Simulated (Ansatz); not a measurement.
**LiSc3 (built on the sites of a database entry of LiAl3): a soft mode frozen in**

Aim: this structure of LiSc3 (built on the sites of a database entry of LiAl3) is to be tested for unstable modes, and one is followed downhill.

Main program and level: Ansatz 0.2.0; DFT PBEsol, scalar-relativistic, plane waves, PAW.

The structure was built from a prototype and need not be the compound's stable phase.

**1. Set-up**

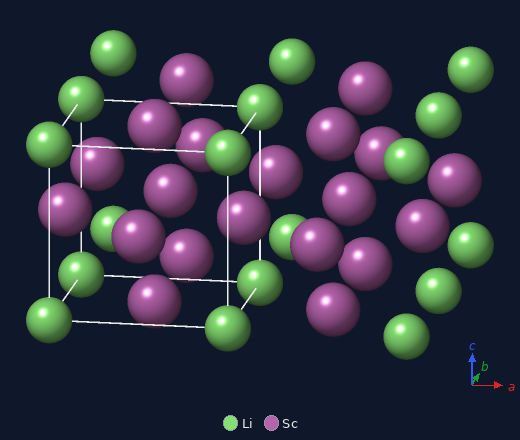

The cell as given, slightly off an axis (lithium green, scandium purple). 2×2×1 cells are drawn. Some periodic images of atoms are drawn too.

**2. Response at finite wavevector**

The cell comes from relaxations at this level that are not shown. Stability and thermal properties need the whole zone. Linear response on a 4×4×4 q mesh gives force constants as far as a supercell of that size would.

The input, input.yaml:

```yaml
crystal:
  lattice:
    - [4.4755295906, 0.0, 0.0]
    - [0.0, 4.4755295906, 0.0]
    - [0.0, 0.0, 4.4755295906]
  atoms:
    - { symbol: Li, position: [0.0, 0.0, 0.0] }
    - { symbol: Sc, position: [0.5, 0.5, 0.0] }
    - { symbol: Sc, position: [0.5, 0.0, 0.5] }
    - { symbol: Sc, position: [0.0, 0.5, 0.5] }
kpoints:
  mp_grid: { grid: [12, 12, 12] }
hamiltonian:
  xc: pbesol
scf:
  occupations: { method: methfessel_paxton, width: 0.2 }
output:
  eigenvalues: true
phonons:
  method: dfpt
  qmesh: [4, 4, 4]
  temperatures: { t_max: 1000, t_step: 50 }
  qpath:
    path:
      - [[0.0, 0.0, 0.0], [0.0, 0.5, 0.0], [0.5, 0.5, 0.0], [0.0, 0.0, 0.0], [0.5, 0.5, 0.5], [0.0, 0.5, 0.0]]
      - [[0.5, 0.5, 0.5], [0.5, 0.5, 0.0]]
    npoints: 10
```

On the command line:

```bash
ansatz run input.yaml --threads 4 --pin off --max-ram 14336MiB --backend cpu --events-out ev --progress --plain --runs-dir out
```

Numbers of over 12 decimals in the logs are rounded to 6 here.

The log of the run:

```text
Engine: ansatz 0.2.0, aarch64-unknown-linux-gnu
Pseudopotentials: kind: paw
Pseudopotential: Li, paw, valence charge 3, recommended cutoff 420 eV (normal), Li.paw.azcp
Pseudopotential: Sc, paw, valence charge 11, recommended cutoff 420 eV (normal), Sc.paw.azcp
Functional definition: PBEsol
  exchange = pbesol_x
  correlation = pbesol_c
Crystal: 4 atoms, lattice volume = 89.646 Å³
Basis set: ecut = 420 eV, 1743 PW (Γ), exchange–correlation on 60×60×60 points (8 copies of the dense FFT grid, shifted against one another)
Bands: 22, of which v1, the nominal top of the filled ones, is band 18 counted from 1 (17 counted from 0)
Symmetry: 48 space group operations
k-points: 84 of 1728
Non-local potential: Li, projectors of the file, l = 0: 3, l = 1: 2, l = 2: 1
Non-local potential: Sc, projectors of the file, l = 0: 3, l = 1: 2, l = 2: 3, l = 3: 1
PAW form: soft (Blöchl's): semilocal exchange-correlation on the pseudo side does not see the compensation charge
PAW frozen core: Sc, regenerated for the run's functional, and the local potential with it (the file was generated under x = pbe(κ = 0.804, μ = 0.219515), c = pbe(β = 0.066725))
PAW one-centre angular grid: Li, 110 points (default); XC on 64 Gauss nodes
PAW one-centre angular grid: Sc, 590 points (default); XC on 64 Gauss nodes
Initial density: superposition of atomic densities (neutral atoms: chi_scale 0, normalization atom), corrected by the library's trained network
Initial wavefunctions: pseudopotential atomic-orbital guess
Functional: x = pbesol(κ = 0.804, μ = 0.123457), c = pbesol(β = 0.046)
SCF iter   1: F=—  HF=-6536.180666 eV  |F-HF|=—  |Δ(HF+E_count)|=         —  Δρ=4.67e-3  dr2=2.69e-2  ethr=1.77e-3  ⟨swp⟩=3.6  Hψ=15319  notcnv=0
automatic band count: the SCF goes on with 26 bands, as 22 were too few: they end inside the smearing window of the response
preconditioner: auto → Kerker (q_TF=auto, 2.343 Å⁻¹)  [metal: Δε(μ)=0.007 eV  Ē_g=2.683 eV  σ=0.200 eV  W_gap=0.03  n_scr=18 (ndim 8)  ℏωp=12.4 eV  f_vac=0.000  D(μ)=9.57/eV (n_scr^D=122)]
SCF iter   2: F=—  HF=-6536.174065 eV  |F-HF|=—  |Δ(HF+E_count)|=   6.60e-3  S|Δr|=    0.00e0  Δρ=2.13e-3  dr2=5.68e-3  ethr=7.48e-5  ⟨swp⟩=1.0  Hψ=2856  notcnv=0  defer=1
SCF iter   3: F=—  HF=-6536.172713 eV  |F-HF|=—  |Δ(HF+E_count)|=   1.35e-3  S|Δr|=    0.00e0  Δρ=6.11e-4  dr2=4.24e-4  ethr=1.58e-5  ⟨swp⟩=2.2  Hψ=2724  notcnv=0  defer=1
SCF iter   4: F=—  HF=-6536.172613 eV  |F-HF|=—  |Δ(HF+E_count)|=   1.00e-4  S|Δr|=    0.00e0  Δρ=1.03e-4  dr2=1.76e-5  ethr=1.18e-6  ⟨swp⟩=1.9  Hψ=2323  notcnv=0  defer=1
SCF iter   5: F=—  HF=-6536.172610 eV  |F-HF|=—  |Δ(HF+E_count)|=   3.43e-6  S|Δr|=    0.00e0  Δρ=2.75e-5  dr2=7.20e-7  ethr=4.90e-8  ⟨swp⟩=2.0  Hψ=2526  notcnv=0  defer=1
SCF iter   6: F=—  HF=-6536.172610 eV  |F-HF|=—  |Δ(HF+E_count)|=   1.59e-7  S|Δr|=    0.00e0  Δρ=8.25e-6  dr2=8.33e-8  ethr=2.00e-9  ⟨swp⟩=2.8  Hψ=3742  notcnv=0  defer=1
SCF iter   7: F=—  HF=-6536.172610 eV  |F-HF|=—  |Δ(HF+E_count)|=   1.63e-8  S|Δr|=    0.00e0  Δρ=1.61e-6  dr2=2.44e-9  ethr=2.32e-10  ⟨swp⟩=2.0  Hψ=3311  notcnv=0  defer=1
SCF iter   8: F=—  HF=-6536.172610 eV  |F-HF|=—  |Δ(HF+E_count)|=  4.49e-10  S|Δr|=    0.00e0  Δρ=2.74e-7  dr2=8.36e-11  ethr=6.78e-12  ⟨swp⟩=2.0  Hψ=3351  notcnv=0  defer=1
SCF iter   9: F=-6536.172610 eV  HF=-6536.172610 eV  |F-HF|=0.00e0  |Δ(HF+E_count)|=  1.82e-12  S|Δr|=    0.00e0  Δρ=3.14e-8  dr2=7.68e-13  ethr=1.00e-12  ⟨swp⟩=6.2  Hψ=8240  notcnv=0
SCF 1 converged in 9 iterations: F = -6536.172610 eV  dr2 = 7.68e-13
  greatest PAW one-centre occupation: 1.000 electrons in one spin orbital (limit 2), on the Li atom at site 0 (counted from 0), in its partial waves of l = 0
Initial density: read from a saved state, or passed on in memory by an earlier SCF of this step, an earlier step, the calling program or the single point that the run made first
iter 1 solved again at ethr=8.85e-8 eV; its pass at ethr=3.10e-3 eV (dr2=3.19e-5 eV) is discarded
SCF iter   1: F=—  HF=-6536.172609 eV  |F-HF|=—  |Δ(HF+E_count)|=         —  Δρ=8.24e-7  dr2=7.48e-10  ethr=8.85e-8  ⟨swp⟩=3.2  Hψ=11650  notcnv=0
eigensolver tolerance schedule: the retry pair's looser diagonalisation over-reported the residual by 42596.49 of it (diagonalisation noise at an unbounded share of the residual, at the tolerance the schedule requests for it); recorded, not acted on — ethr = c·dr2/N_el stays at c = 1.0e-1
preconditioner: auto → Kerker (q_TF=auto, 2.343 Å⁻¹)  [metal: Δε(μ)=0.003 eV  Ē_g=1.908 eV  σ=0.200 eV  W_gap=0.01  n_scr=18 (ndim 8)  ℏωp=12.4 eV  f_vac=0.000  D(μ)=9.75/eV (n_scr^D=122)]
SCF iter   2: F=—  HF=-6536.172610 eV  |F-HF|=—  |Δ(HF+E_count)|=   1.01e-6  S|Δr|=    0.00e0  Δρ=4.45e-7  dr2=2.19e-10  ethr=2.08e-12  ⟨swp⟩=2.7  Hψ=3688  notcnv=0
SCF iter   3: F=—  HF=-6536.172610 eV  |F-HF|=—  |Δ(HF+E_count)|=  2.91e-11  S|Δr|=    0.00e0  Δρ=2.60e-7  dr2=7.36e-11  ethr=1.00e-12  ⟨swp⟩=1.0  Hψ=1848  notcnv=0
SCF iter   4: F=—  HF=-6536.172610 eV  |F-HF|=—  |Δ(HF+E_count)|=  1.09e-11  S|Δr|=    0.00e0  Δρ=1.28e-7  dr2=1.70e-11  ethr=1.00e-12  ⟨swp⟩=1.0  Hψ=1848  notcnv=0
SCF iter   5: F=-6536.172610 eV  HF=-6536.172610 eV  |F-HF|=6.37e-12  |Δ(HF+E_count)|=  9.09e-13  S|Δr|=    0.00e0  Δρ=8.12e-8  dr2=7.62e-12  ethr=1.00e-12  ⟨swp⟩=1.9  Hψ=2397  notcnv=0
SCF 2 converged in 5 iterations: F = -6536.172610 eV  dr2 = 7.62e-12
phonons: the bands overlap, so this run is a metal and interpolates without the dipole-dipole term. If the crystal is really an insulator or semiconductor, its LO-TO splitting is missing
NSCF: frozen V_eff on 84 k-points
NSCF: frozen V_eff on 343 k-points
DFPT response loops at q = (0, 0, 0) (fractional): preconditioner auto → Kerker (q_TF=auto, 2.343 Å⁻¹) (partly filled bands, converged f_vac=0.000); β = 1.00, the filter's whole step (`scf.mixing.beta` (0.50) is not read by the response loops under this deck's `scf.mixing.preconditioner`; to damp them name `kerker` or `kerker_dos`, under which they read `scf.mixing.beta`, and type it under 1.00, their step now; both keys bind the ground state too); Broyden in place of MSR1
NSCF: frozen V_eff on 1176 k-points
DFPT response loops at q = (0, 0, 0.25) (fractional): mixed as the last ones told, above
NSCF: frozen V_eff on 686 k-points
DFPT response loops at q = (0, 0, -0.5) (fractional): mixed as the last ones told, above
NSCF: frozen V_eff on 2016 k-points
DFPT response loops at q = (0, 0.25, 0.25) (fractional): mixed as the last ones told, above
NSCF: frozen V_eff on 1176 k-points
DFPT response loops at q = (0, 0.25, -0.5) (fractional): mixed as the last ones told, above
NSCF: frozen V_eff on 686 k-points
DFPT response loops at q = (0, -0.5, -0.5) (fractional): mixed as the last ones told, above
NSCF: frozen V_eff on 3456 k-points
DFPT response loops at q = (0.25, 0.25, 0.25) (fractional): mixed as the last ones told, above
NSCF: frozen V_eff on 2016 k-points
DFPT response loops at q = (0.25, 0.25, -0.5) (fractional): mixed as the last ones told, above
NSCF: frozen V_eff on 1176 k-points
DFPT response loops at q = (0.25, -0.5, -0.5) (fractional): mixed as the last ones told, above
NSCF: frozen V_eff on 686 k-points
DFPT response loops at q = (-0.5, -0.5, -0.5) (fractional): mixed as the last ones told, above
SCF converged after 9 iterations
Stability not checked: this state was not tested for a lower state beside it, because cold or Methfessel-Paxton smearing, or corrected tetrahedra, fill the levels in a way that the test cannot read (fill_not_monotonic; see scf.lower_state_search)
Free energy (F): -6536.172610 eV
Harris-Foulkes:  -6536.172610 eV  (|F-HF|=0.00e0)
Internal energy: -6536.157870 eV  (E = F + TS)
E sigma→0 (E₀):  -6536.168925 eV
Entropy (-TS):   -0.014740 eV (-3.685 meV/atom)
Fermi energy:    7.904955 eV
--- Per-component energies (eV) ---
  E_band       = -617.704524
  E_kinetic    = 802.900286
  E_local      = -2839.780432  (includes V_loc(G=0)·N_el)
  E_nonlocal   = 222.087283
  E_hartree    = 977.234758
  E_xc         = -318.762758
  E_vxc        = -396.937051  (∫ρ·V_xc dr)
  E_paw        = -2816.385792  (= ΣΔE_a)
  E_vpaw       = -360.444169  (= ΣTr[D̂ρ^β])
  E_aug_tail   = 0.000041  (compensation charges beyond the density's cutoff)
  E_ewald      = -2563.838330
  E_core_change = 0.387075  (= ΣΔE_core)
  E_smearing   = -0.014740  (= −TS)
  E_closure    = -0.000000  (closes the sum)
  Σ components = -6536.172610   (vs F -6536.172610, Δ=0.00e0)
--- Band table (eV; the first three rows and the last of 84) ---
  k-point 0: bands = [... 14 lower, 6.1391, 7.3009, 7.3009, 7.6661, 7.6661, 7.6661, 9.8382, 9.8382, ... 4 higher]
  k-point 1: bands = [... 14 lower, 6.1680, 7.2325, 7.3548, 7.6804, 7.6804, 7.6859, 9.6773, 9.6773, ... 4 higher]
  k-point 2: bands = [... 14 lower, 6.2365, 7.0406, 7.5120, 7.7209, 7.7209, 7.7424, 9.4130, 9.4130, ... 4 higher]
  k-point 83: bands = [... 14 lower, 6.6218, 6.6218, 6.6218, 8.1147, 8.1147, 8.1147, 8.2540, 9.2752, ... 4 higher]
--- Phonons (Γ-DFPT): 3 representative perturbations + reference (Σ response iterations 9) ---
  ASR residual: 2.145e-5 → 0.000e0 eV/Å²; symmetrization residual: 1.750e-6 eV/Å²
  ASR residual per site (eV/Å²): 3.98e-6 2.15e-5 2.15e-5 2.15e-5
  Γ frequencies (cm⁻¹): 0.00 0.00 0.00 133.40 133.40 133.40 236.50 236.50 236.50 320.18 320.18 320.18
--- Phonons (arbitrary-q DFPT): 10 irreducible q on the 4×4×4 mesh ---
  q = [0.0000, 0.0000, 0.0000] (star 1, of the zone-centre solve; hermiticity 5.49e-7, symmetrization 1.59e-12): -0.00 -0.00 0.00 133.40 133.40 133.40 236.50 236.50 236.50 320.18 320.18 320.18
  q = [0.0000, 0.0000, 0.2500] (star 6, 7 solved perturbations in 3612 linear systems a pass and spin channel, the states on 588 of 1728 k-point pairs; hermiticity 4.36e-7, symmetrization 1.71e-12): 49.65 49.65 64.87 114.20 126.48 126.48 207.74 215.18 215.18 318.27 318.27 319.48
  q = [0.0000, 0.0000, -0.5000] (star 3, 7 solved perturbations in 2107 linear systems a pass and spin channel, the states on 343 of 1728 k-point pairs; hermiticity 1.19e-7, symmetrization 2.25e-12): 87.79 87.79 102.81 106.03 106.03 111.85 165.51 192.13 192.13 317.68 317.68 317.91
  q = [0.0000, 0.2500, 0.2500] (star 12, 7 solved perturbations in 6132 linear systems a pass and spin channel, the states on 1008 of 1728 k-point pairs; hermiticity 3.84e-7, symmetrization 1.42e-13): -29.52 67.01 80.33 104.14 121.51 136.11 174.96 196.22 214.20 314.52 316.41 317.29
  q = [0.0000, 0.2500, -0.5000] (star 12, 12 solved perturbations on 588 of 1728 k-point pairs; hermiticity 4.91e-7, symmetrization 1.81e-13): -36.86 71.28 90.74 100.71 107.89 146.14 156.31 172.17 197.75 312.45 313.69 314.61
  q = [0.0000, -0.5000, -0.5000] (star 3, 7 solved perturbations in 2107 linear systems a pass and spin channel, the states on 343 of 1728 k-point pairs; hermiticity 1.00e-7, symmetrization 2.98e-13): -61.07 93.43 93.43 101.18 111.63 111.63 134.69 173.18 206.96 309.82 310.83 310.83
  q = [0.2500, 0.2500, 0.2500] (star 8, 3 solved perturbations in 3600 linear systems a pass and spin channel, the states on 1728 of 1728 k-point pairs; hermiticity 2.92e-7, symmetrization 9.95e-13): -35.55 -35.55 -19.50 122.29 122.29 136.37 169.34 169.34 224.08 309.90 309.90 312.46
  q = [0.2500, 0.2500, -0.5000] (star 12, 7 solved perturbations in 6132 linear systems a pass and spin channel, the states on 1008 of 1728 k-point pairs; hermiticity 2.06e-7, symmetrization 6.85e-13): -75.39 -48.20 -41.56 101.70 136.02 150.51 155.26 162.08 219.22 305.45 307.74 308.76
  q = [0.2500, -0.5000, -0.5000] (star 6, 7 solved perturbations in 3612 linear systems a pass and spin channel, the states on 588 of 1728 k-point pairs; hermiticity 5.14e-7, symmetrization 2.22e-13): -99.14 -85.50 -85.50 101.03 118.40 157.33 157.33 172.53 230.94 301.86 302.03 302.03
  q = [-0.5000, -0.5000, -0.5000] (star 1, 3 solved perturbations in 735 linear systems a pass and spin channel, the states on 343 of 1728 k-point pairs; hermiticity 5.10e-7, symmetrization 3.33e-12): -127.30 -127.30 -127.30 100.15 100.15 172.80 172.80 172.80 250.22 294.12 294.12 294.12
  sum rule: each row above includes the acoustic sum rule's correction from the zone centre's row sums; it moved no ω² by more than (0.39 cm⁻¹)²
  mesh force constants: q→R imaginary residual 7.00e-19; ASR residual 2.145e-5 → 0.000e0 eV/Å²; symmetrization residual 4.441e-15 eV/Å²
  interpolated dispersion: 62 rows × 12 modes
  density of states and harmonic sums: on the 16×16×16 q-mesh, interpolated from the force constants of a 4×4×4 supercell (no non-analytic term)
  largest difference from the sums on the solved wave vectors: F 1.38e-1 eV, S 1.79e-4 and C_V 4.09e-5 eV/K
  zero-point energy: 0.122017 eV/cell   skipped modes (ω ≤ 0): 211, of them read as no rigid motion or as one in doubt: 208 (1.263e0 modes/cell left out, lowest -127.30 cm⁻¹)   left out of the sums: 1.05e-1 of the cell's modes: C_V's classical limit lies that fraction below 3 k_B per atom; for a crystal, a wire or a layer, F and S can be off by more, and a phonons.interpolated_qmesh denser along its periods is the remedy for the sampling
```

The job ended after 28 min (4 threads of Arm Neoverse V2, shared host; peak memory 8.5 GiB).

The column dr2 measures how far the density is from self-consistency, as an energy; F and HF (Harris–Foulkes) agree once it is small.

This step gave:

```
volume per atom                                         : 22.41 Å³
gap on the k-mesh                                       : 0 eV
sum-rule residual before enforcement                    : 2.15e-5 eV/Å²
lowest frequency on the path                            : -127.3 cm⁻¹
point group                                             : m-3m
highest frequency on the path or at a solved wavevector : 320.2 cm⁻¹
highest optical mode at the zone centre (no LO-TO term) : 320.2 cm⁻¹
lowest optical zone-centre mode                         : 133.4 cm⁻¹
lowest mode on the q mesh (acoustic modes at Γ apart)   : -127.3 cm⁻¹
```

Frequencies (cm⁻¹) solved at each irreducible wavevector; negative means imaginary. Frequencies by wavevector, by row:

```tsv
q in reciprocal lattice units	star	mode 1	mode 2	mode 3	mode 4	mode 10	mode 11	mode 12
0 0 0	1	0	0	0	133.4	320.2	320.2	320.2
0 0 0.25	6	49.6	49.6	64.9	114.2	318.3	318.3	319.5
0 0 -0.5	3	87.8	87.8	102.8	106	317.7	317.7	317.9
0 0.25 0.25	12	-29.5	67	80.3	104.1	314.5	316.4	317.3
0 0.25 -0.5	12	-36.9	71.3	90.7	100.7	312.4	313.7	314.6
0 -0.5 -0.5	3	-61.1	93.4	93.4	101.2	309.8	310.8	310.8
0.25 0.25 0.25	8	-35.5	-35.5	-19.5	122.3	309.9	309.9	312.5
0.25 0.25 -0.5	12	-75.4	-48.2	-41.6	101.7	305.4	307.7	308.8
0.25 -0.5 -0.5	6	-99.1	-85.5	-85.5	101	301.9	302	302
-0.5 -0.5 -0.5	1	-127.3	-127.3	-127.3	100.2	294.1	294.1	294.1
```

Interpolated from a 4×4×4 q mesh. Phonon branches along the path, in cm⁻¹:

```tsv
point	branch 1	branch 2	branch 3	branch 4	branch 9	branch 10	branch 11	branch 12
Γ	0	0	0	133	236	320	320	320
X	88	88	103	106	192	318	318	318
M	-61	93	93	101	207	310	311	311
Γ	0	0	0	133	236	320	320	320
R	-127	-127	-127	100	250	294	294	294
X	88	88	103	106	192	318	318	318
jump to R	-127	-127	-127	100	250	294	294	294
M	-61	93	93	101	207	310	311	311
```

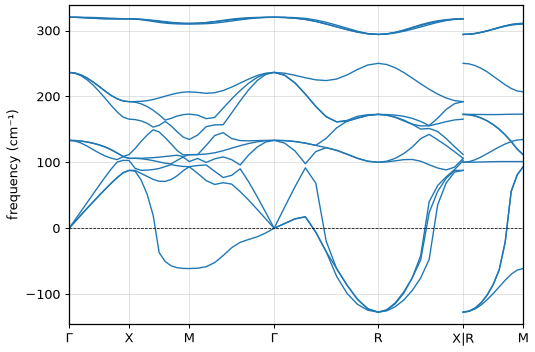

Phonon branches along the path.

Symmetry leaves 10 wavevectors to solve. The lowest mode among them, the acoustic zeros apart, lies at q = (-0.5, -0.5, -0.5) and is imaginary, 127.3i cm⁻¹, so the energy falls along it.

**3. The mode frozen in, largest atomic shift 0 Å**

The mode followed lies at q = (-0.5, -0.5, -0.5) with frequency 127.3i cm⁻¹ and is 3-fold degenerate, the softest among the wavevectors solved. At small amplitude the distorted cell has space group no. 74 by a symmetry search on the positions. The undistorted cell that holds it gives the zero of energy on the same k mesh.

System of this step: LiSc3 (built on the sites of a database entry of LiAl3). The structure is cubic, space group Pm-3m (No. 221). The conventional cell has a = 4.476 Å, b = 4.476 Å, c = 4.476 Å, α = 90.00°, β = 90.00°, γ = 90.00°. Nearest to Li lie 12 Sc at 3.16 Å. Nearest to Sc lie 8 Sc at 3.16 Å and 4 Li at 3.16 Å. Farther neighbours are not listed.

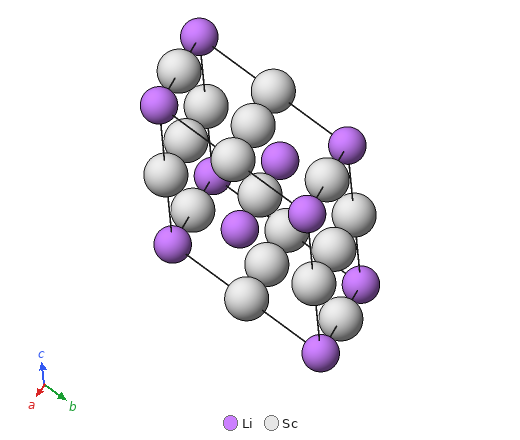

The cell of this step (lithium purple, scandium white). Some periodic images of atoms are drawn too.

The input, input.yaml:

```yaml
crystal:
  lattice:
    - [4.4755295906, 4.4755295906, 0.0]
    - [4.4755295906, 0.0, 4.4755295906]
    - [4.4755295906, 0.0, -4.4755295906]
  atoms:
    - { symbol: Li, position: [0.0, 0.5, 0.5] }
    - { symbol: Li, position: [0.0, 0.0, 0.0] }
    - { symbol: Sc, position: [0.5, 0.5, 0.5] }
    - { symbol: Sc, position: [0.5, 0.0, 0.0] }
    - { symbol: Sc, position: [0.0, 0.5, 0.0] }
    - { symbol: Sc, position: [0.0, 0.0, 0.5] }
    - { symbol: Sc, position: [0.5, 0.5, 0.0] }
    - { symbol: Sc, position: [0.5, 0.0, 0.5] }
kpoints:
  mp_grid: { grid: [8, 8, 8] }
hamiltonian:
  xc: pbesol
scf:
  occupations: { method: methfessel_paxton, width: 0.2 }
output:
  forces: true
  stress: true
  eigenvalues: true
```

The log of the run:

```text
[...]
Crystal: 8 atoms, lattice volume = 179.293 Å³
Basis set: ecut = 420 eV, 3479 PW (Γ), exchange–correlation on 90×90×90 points (8 copies of the dense FFT grid, shifted against one another)
Bands: 44, of which v1, the nominal top of the filled ones, is band 36 counted from 1 (35 counted from 0)
Symmetry: 96 space group operations
[...]
k-points: 29 of 512
[...]
k-point 0: bands = [... 32 lower, 7.3010, 7.3010, 7.6660, 7.6660, 7.6660, 8.1148, 8.1148, 8.1148, ... 4 higher]
  k-point 1: bands = [... 32 lower, 7.2880, 7.2880, 7.6540, 7.7126, 7.7126, 8.0871, 8.0913, 8.0913, ... 4 higher]
  k-point 2: bands = [... 32 lower, 7.2456, 7.2456, 7.6132, 7.8419, 7.8433, 7.8433, 8.0647, 8.0647, ... 4 higher]
  k-point 28: bands = [... 32 lower, 7.3695, 7.3695, 7.9478, 7.9478, 8.0794, 8.0794, 8.3667, 8.3667, ... 4 higher]
[key lines of the parts left out:]
SCF converged after 7 iterations
Free energy (F): -13072.345068 eV
Fermi energy:    7.904640 eV
P = ⅓ Tr σ = -0.0013 GPa (-0.013 kbar)
```

Run time: 3 s. Hardware: 4 threads; peak memory 0.64 GiB.

Numbers from this step:

| Quantity | Value |
| --- | --- |
| pressure | -0.001330 GPa |
| energy from the undistorted cell | 0 meV/atom |

The run ends at a pressure of 0.00 GPa.

[end of part 1 of 3]

[Logs are printed without paths, hosts, clocks, repeated set-up lines and the standing remarks that a program may print on its own settings, such as how far it seeks lower states.]

[Hosts, paths, dates, database ids (printed as entryN), source tags and the programs' standing remarks are cut or masked in the printed files.]
